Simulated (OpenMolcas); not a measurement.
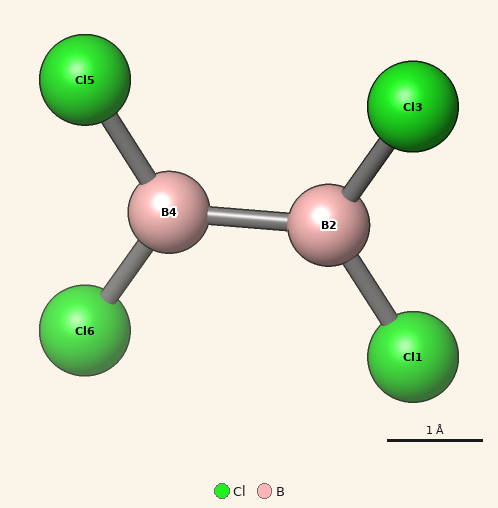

The structure as given in the input (ball-and-stick view, seen at a tilt; atoms are numbered from 1 in the order of the input).

**Single-point calculation, with input and output: B2Cl4 (part 1 of 2)**

System: B2Cl4 (13701-67-2), SMILES ClB(Cl)B(Cl)Cl.
Method: B86PBE/ANO-R2, RKS, sfX2C (OpenMolcas 26.06).

The geometry comes from this level: GFN2-xTB.

**Output**
```
--- Start Module: gateway ---

                                              &GATEWAY

                       available to each process: 1.9 GB of memory, 1 thread

++    Symmetry information:
      ---------------------

                    Character Table for C1

                             E
                    a        1  x, y, xy, Rz, z, xz, Ry, yz, Rx, I
--

++    Basis set information:
      ----------------------

      Basis set label: CL.ANO-R...5S4P3D1F.

      Electronic valence basis set:
      ------------------
      Associated Effective Charge  17.000000 au
      Associated Actual Charge     17.000000 au
      Nuclear Model: Finite nucleus - Gaussian distribution
        Gaussian exponent, Xi/bohr**(-2):  3.84638E+08

      Shell  nPrim  nBasis  Cartesian Spherical Contaminant
         s      17       5        X
         p      11       4        X
         d       7       3                 X
         f       5       1                 X

      Basis set label: B.ANO-R...4S4P2D1F.

      Electronic valence basis set:
      ------------------
      Associated Effective Charge   5.000000 au
      Associated Actual Charge      5.000000 au
      Nuclear Model: Finite nucleus - Gaussian distribution
        Gaussian exponent, Xi/bohr**(-2):  7.11787E+08

      Shell  nPrim  nBasis  Cartesian Spherical Contaminant
         s      12       4        X
         p       7       4        X
         d       3       2                 X
         f       2       1                 X

      Basis set label: CL.ANO-R...5S4P3D1F.

      Electronic valence basis set:
      ------------------
      Associated Effective Charge  17.000000 au
      Associated Actual Charge     17.000000 au
      Nuclear Model: Finite nucleus - Gaussian distribution
        Gaussian exponent, Xi/bohr**(-2):  3.84638E+08

      Shell  nPrim  nBasis  Cartesian Spherical Contaminant
         s      17       5        X
         p      11       4        X
         d       7       3                 X
         f       5       1                 X

      Basis set label: B.ANO-R...4S4P2D1F.

      Electronic valence basis set:
      ------------------
      Associated Effective Charge   5.000000 au
      Associated Actual Charge      5.000000 au
      Nuclear Model: Finite nucleus - Gaussian distribution
        Gaussian exponent, Xi/bohr**(-2):  7.11787E+08

      Shell  nPrim  nBasis  Cartesian Spherical Contaminant
         s      12       4        X
         p       7       4        X
         d       3       2                 X
         f       2       1                 X

      Basis set label: CL.ANO-R...5S4P3D1F.

      Electronic valence basis set:
      ------------------
      Associated Effective Charge  17.000000 au
      Associated Actual Charge     17.000000 au
      Nuclear Model: Finite nucleus - Gaussian distribution
        Gaussian exponent, Xi/bohr**(-2):  3.84638E+08

      Shell  nPrim  nBasis  Cartesian Spherical Contaminant
         s      17       5        X
         p      11       4        X
         d       7       3                 X
         f       5       1                 X
--

++    Molecular structure info:
      -------------------------

                    ************************************************
                    **** Cartesian Coordinates / bohr, angstrom ****
                    ************************************************

     Center  Label                x              y              z                     x              y              z
        1      CL1             -3.357458      -2.578437       0.870011             -1.776690      -1.364450       0.460390
        2      B2              -0.372673      -1.294614       0.889967             -0.197210      -0.685080       0.470950
        3      CL3              1.839176      -2.769639       2.759340              0.973250      -1.465630       1.460180
        4      B4               0.367098       1.304346      -0.877721              0.194260       0.690230      -0.464470
        5      CL5              3.361766       2.567080      -0.881538              1.778970       1.358440      -0.466490
        6      CL6             -1.837910       2.771264      -2.760058             -0.972580       1.466490      -1.460560

                    ***************************************
                    *    InterNuclear Distances / bohr    *
                    ***************************************

               1 CL1           2 B2            3 CL3           4 B4            5 CL5           6 CL6
    1 CL1      0.000000
    2 B2       3.249237        0.000000
    3 CL3      5.532732        3.250005        0.000000
    4 B4       5.657109        3.229020        5.656199        0.000000
    5 CL5      8.642467        5.656584        6.637382        3.250007        0.000000
    6 CL6      6.641215        5.656940        8.642126        3.249170        5.532374        0.000000

                    *******************************************
                    *    InterNuclear Distances / angstrom    *
                    *******************************************

               1 CL1           2 B2            3 CL3           4 B4            5 CL5           6 CL6
    1 CL1      0.000000
    2 B2       1.719422        0.000000
    3 CL3      2.927796        1.719829        0.000000
    4 B4       2.993613        1.708724        2.993131        0.000000
    5 CL5      4.573396        2.993335        3.512352        1.719830        0.000000
    6 CL6      3.514379        2.993524        4.573216        1.719387        2.927606        0.000000
--

            Nuclear Potential Energy            430.88636869 au

--- Stop Module: gateway /rc=_RC_ALL_IS_WELL_ ---
--- Module gateway spent 4 seconds ---

--- Start Module: seward ---

                                              &SEWARD

                       available to each process: 1.9 GB of memory, 1 thread

 ###############################################################################
 ###    WARNING:  EXPERT option is ON!                                       ###
 ###############################################################################
               SEWARD will generate:
                  Multipole Moment integrals up to order  2
                  Kinetic Energy integrals
                  Nuclear Attraction integrals (finite nuclei - Gaussian type)
                  One-Electron Hamiltonian integrals
                  Velocity integrals
                  Relativistic X2C integrals
                  Orbital angular momentum around (  0.0008  -0.0014  -0.0018 )
                  Velocity quadrupole around (  0.0008  -0.0014  -0.0018 )
                  Atomic mean-field integrals
                  RI decomposed two-electron repulsion integrals stored Cholesky style
                   - acCD auxiliary basis
                   - CD Threshold:   1.00E-04

                   Integrals are discarded if absolute value <: 1.00E-14
                   Integral cutoff threshold is set to       <: 1.00E-16

            Nuclear Potential Energy            430.88636869 au

      Basis set specifications :
      Symmetry species         a
      Basis functions          222

--- Stop Module: seward /rc=_RC_ALL_IS_WELL_ ---
--- Module seward spent 34 seconds ---

--- Start Module: scf ---

                                                &SCF

                       available to each process: 1.9 GB of memory, 1 thread

++    Input section:
      --------------

      Header of the integral files:

      Cartesian coordinates in angstrom:
      -----------------------------------------------------
      No.  Label        X            Y            Z
      -----------------------------------------------------
       1   CL1       -1.77669000  -1.36445000   0.46039000
       2   B2        -0.19721000  -0.68508000   0.47095000
       3   CL3        0.97325000  -1.46563000   1.46018000
       4   B4         0.19426000   0.69023000  -0.46447000
       5   CL5        1.77897000   1.35844000  -0.46649000
       6   CL6       -0.97258000   1.46649000  -1.46056000
      -----------------------------------------------------
      Nuclear repulsion energy =  430.88636869
--

++    Orbital specifications:
      -----------------------

      Symmetry species               1
                                     a
      Frozen orbitals                0
      Occupied orbitals             39
      Secondary orbitals           183
      Deleted orbitals               0
      Total number of orbitals     222
      Number of basis functions    222
--

      Molecular charge                           0.000

      Numerical integration parameters
      --------------------------------
      Radial quadrature type:                         MHL
      Size of radial grid:                            75
      Lebedev angular grid:                           29
      Angular grid pruned with the crowding factor:  3.00E+00
                                 and fading factor:  6.00E+00
      Screening threshold for integral computation:   1.00E-11
      Radial quadrature accuracy:                     1.00E-25
      Maximum batch size:                             128
      AO values are stored on disk
      The same grid will be used for all iterations.

      DFT functional specifications
      -----------------------------
      Using Libxc version: 6.2.2
      Please cite the following reference:
      S. Lehtola, C. Steigemann, M. J.T. Oliveira, and M. A.L. Marques.,  SoftwareX 7, 1–5 (2018) doi:10.1016/j.softx.2017.11.002

      * Becke 86
      * Perdew, Burke & Ernzerhof
        - J. P. Perdew, K. Burke, and M. Ernzerhof.,  Phys. Rev. Lett. 77, 3865 (1996) doi:10.1103/PhysRevLett.77.3865
        - J. P. Perdew, K. Burke, and M. Ernzerhof.,  Phys. Rev. Lett. 78, 1396 (1997) doi:10.1103/PhysRevLett.78.1396

++    Optimization specifications:
      ----------------------------

      SCF Algorithm: LK-RI/DF
      LK screening threshold:                     4.50E-02
      Local-Exchange (LK) algorithm.
       - the density matrix is decomposed
      D(i)-D(i-1) density differences are used
      Number of density matrices in core                 5
      Maximum number of NDDO SCF iterations            400
      Maximum number of HF SCF iterations              400
      Threshold for SCF energy change             1.00E-09
      Threshold for density matrix                1.00E-04
      Threshold for Fock matrix                   1.50E-04
      Threshold for linear dependence             1.00E-09
      Threshold at which DIIS is turned on        1.50E-01
      Maximum depth in the DIIS procedure                5
      Maximum depth in the BFGS Hessian update          30
      Threshold at which QNR/C2DIIS is turned on  7.50E-02
      Threshold for Norm(delta) (QNR/C2DIIS)      1.00E-03
      All orbitals punched on: SCFORB
--

      Input vectors read from INPORB
      Orbital file label: *Guess orbitals

++ Convergence information
                                   B86PBE     iterations: Energy and convergence statistics

Iter     Tot. B86PBE     One-elec.       Two-elec.     Energy      Max Dij or  Max Fij      DNorm      TNorm      AccCon     Time
         Energy          Energy          Energy        Change      Delta Norm                                                in Sec.

 The total and one-electron energies are shifted by a value of      1000. a.u.
```
